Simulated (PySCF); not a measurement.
# One shape, several levels: InPH4O (SMILES O[PH][InH2])

Wanted: a comparison of 6 runs (B3LYP/def2-SVPD, BHLYP/def2-SVPD, CAM-B3LYP/def2-SVPD, M06-L/def2-SVPD, PBE/def2-SVPD, TPSS/def2-SVPD) of InPH4O. Input form: a Python script.

The results are computed with PySCF 2.14.0.

2 further runs of the same task are left out: 2 set aside as unsound or not needed.

### 1 The system as given

InPH4O has 7 atoms, charge 0, and is taken as a singlet. SMILES: `O[PH][InH2]`. One bond was lengthened or shortened from a relaxed shape.

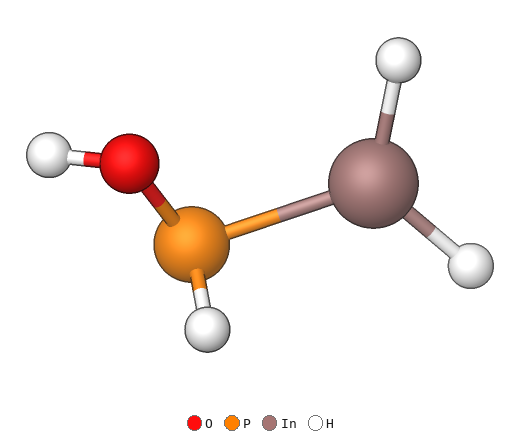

Viewed from a chosen angle; oxygen red, phosphorus orange, indium brown, hydrogen white.

### 2 The energy at B3LYP/def2-SVPD (core potential) (run 1)

Contents of run.py:

```python
from pyscf import gto, dft

mol = gto.Mole()
mol.atom = [
    ('O', (-1.725990, 0.122157, 0.157391)),
    ('P', (-0.504290, -0.394743, -0.857309)),
    ('In', (1.515410, 0.341157, 0.424091)),
    ('H', (-2.634300, 0.311800, -0.441900)),
    ('H', (-0.365190, -1.746843, -0.414009)),
    ('H', (1.396710, 1.598457, 1.596191)),
    ('H', (3.028610, -0.380443, 0.004691)),
]
mol.max_memory = 1860
mol.verbose = 3
mol.ecp = {'In': 'def2-svp'}
mol.basis = 'def2-svpd'
mol.build()

mf = dft.RKS(mol)
mf.xc = 'b3lyp'
mf.grids.level = 5
mf.conv_tol = 1e-10
mf.kernel()
if not mf.converged:
    mf = mf.newton().run(mf.mo_coeff, mf.mo_occ)

energy = mf.e_tot
print('E(%s) = %.9f' % ('B3LYP', energy))
```

Run with:

```
$ OMP_NUM_THREADS=1 python run.py
```

What it wrote:

```text
converged SCF energy = -609.010173466005
E(B3LYP) = -609.010173466
```

Run time: 28 s. Hardware: 1 thread of Intel Xeon at 2.70GHz, shared host; peak memory 0.59 GiB.

### 3 A single-point energy at BHLYP/def2-SVPD (core potential) (run 2)

Contents of calc.py:

```python
from pyscf import gto, dft

system = gto.M(
    atom=[
    ('O', (-1.725990, 0.122157, 0.157391)),
    ('P', (-0.504290, -0.394743, -0.857309)),
    ('In', (1.515410, 0.341157, 0.424091)),
    ('H', (-2.634300, 0.311800, -0.441900)),
    ('H', (-0.365190, -1.746843, -0.414009)),
    ('H', (1.396710, 1.598457, 1.596191)),
    ('H', (3.028610, -0.380443, 0.004691)),
],
    basis='def2-svpd',
    ecp={'In': 'def2-svp'},
    verbose=3,
    max_memory=1860,
)

mf = dft.RKS(system, xc='bhandhlyp')
mf.grids.level = 5
mf.conv_tol = 1e-10
mf.kernel()
if not mf.converged:
    mf = mf.newton().run(mf.mo_coeff, mf.mo_occ)

etot = mf.e_tot
print(f'total energy: {etot:.8f} hartree')
```

Run with:

```
$ OMP_NUM_THREADS=1 python calc.py
```

What it wrote:

```text
converged SCF energy = -608.793419441073
total energy: -608.79341944 hartree
```

Run time: 28 s. Hardware: 1 thread of Intel Xeon at 2.70GHz, shared host; peak memory 0.59 GiB.

Runs 3 to 5 aren't shown in full; the table further down has their settings and results.

### 4 The energy at TPSS/def2-SVPD (core potential) (run 6)

Contents of run.py:

```python
from pyscf import gto, dft

molecule = gto.M(
    atom=[
    ('O', (-1.725990, 0.122157, 0.157391)),
    ('P', (-0.504290, -0.394743, -0.857309)),
    ('In', (1.515410, 0.341157, 0.424091)),
    ('H', (-2.634300, 0.311800, -0.441900)),
    ('H', (-0.365190, -1.746843, -0.414009)),
    ('H', (1.396710, 1.598457, 1.596191)),
    ('H', (3.028610, -0.380443, 0.004691)),
],
    ecp={'In': 'def2-svp'},
    max_memory=1860,
    verbose=3,
    basis='def2-svpd',
)

ks = dft.RKS(molecule)
ks.xc = 'tpss'
ks.grids.level = 5
ks.conv_tol = 1e-10
ks.kernel()
if not ks.converged:
    ks = ks.newton().run(ks.mo_coeff, ks.mo_occ)

e_tot = ks.e_tot
print('E(%s) = %.9f' % ('TPSS', e_tot))
```

Run with:

```
$ OMP_NUM_THREADS=1 python run.py
```

What it wrote:

```text
converged SCF energy = -608.881345882341
E(TPSS) = -608.881345882
```

Run time: 51 s. Hardware: 1 thread of Intel Xeon at 2.70GHz, shared host; peak memory 0.65 GiB.

### 5 The series

```
run                                 level  energy (Eh)  dipole moment (D)  HOMO energy (eV)  LUMO energy (eV)  wall time
  1      B3LYP/def2-SVPD (core potential)  -609.010173               0.90             -6.33             -2.07       28 s
  2      BHLYP/def2-SVPD (core potential)  -608.793419               0.78             -7.41             -1.14       28 s
  3  CAM-B3LYP/def2-SVPD (core potential)  -608.878141               0.79             -7.73             -0.98       46 s
  4      M06-L/def2-SVPD (core potential)  -609.048712               0.75             -5.53             -2.10       50 s
  5        PBE/def2-SVPD (core potential)  -608.681217               0.95             -5.51             -2.53       32 s
  6       TPSS/def2-SVPD (core potential)  -608.881346               0.89             -5.58             -2.37       51 s
```

### 6 Results

| quantity | value |
| --- | --- |
| run 6: total energy | -608.88135 Eh |
| run 6: dipole moment | 0.89 D |
| run 6: HOMO energy | -5.58 eV |
| run 6: LUMO energy | -2.37 eV |
| run 6: HOMO–LUMO gap | 3.21 eV |

**Reading.** The dipole moment (its size) runs from 0.75 D (M06-L/def2-SVPD) to 0.95 D (PBE/def2-SVPD). The HOMO–LUMO gap runs from 2.98 eV (PBE/def2-SVPD) to 6.74 eV (CAM-B3LYP/def2-SVPD). Totals of different functionals can't be ranked against each other. All runs together took 3.9 min, the longest 51 s.
